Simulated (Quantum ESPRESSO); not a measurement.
# Voltage at the next charge: Ca(111), 4 layers, one monolayer of Cl on fcc sites against an electrode

**Set-up.** Quantum ESPRESSO 7.5, PBE, GBRV ultrasoft; ESM with bc3, a metal electrode 6.01 Å above the top atoms; cell area 13.482 Å²; ions fixed. V is the potential energy of an electron at the electrode over the slab's Fermi level, divided by e, so that it equals the work function at zero charge; positive charge removes electrons.

```tsv
charge (e a cell)	V (V)
0	4.056
0.0202	5.597
0.0404	7.146
```

One more run was made and is withheld. What is V at a charge of 0.0809 e, and what capacitance do the rows imply?

By hand: The last two rows give dV/dq = (7.146 − 5.597)/(0.0404 − 0.0202) = 76.7 V/e, so C = 1602/(13.482 × 76.7) = 1.55 µF/cm², an effective gap of 8.854/1.55 = 5.71 Å. At constant C, V = 7.146 + 76.7 × 0.0405 = 10.25 V.

What the calculation gave: V = 10.278 V; the estimate misses by −0.03 V, 0.8 % of the step. Over the three intervals C goes 1.56, 1.55 and 1.54 µF/cm².

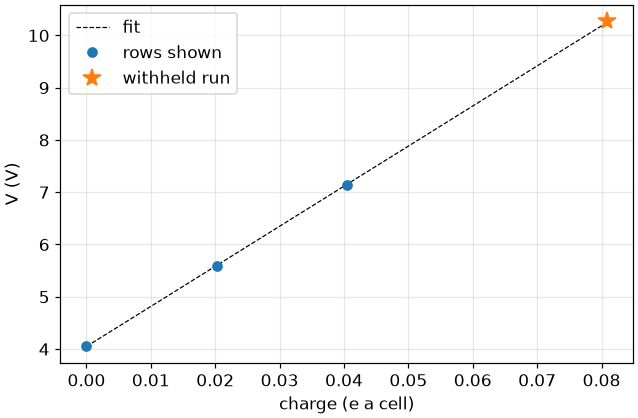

The rows shown, the fit and the withheld run.

**Limits.** Vacuum fills the gap; a dielectric or electrolyte would change C. The slab is thin.

[Logs are printed without paths, hosts, clocks, repeated set-up lines and the standing remarks that a program may print on its own settings, such as how far it seeks lower states.]
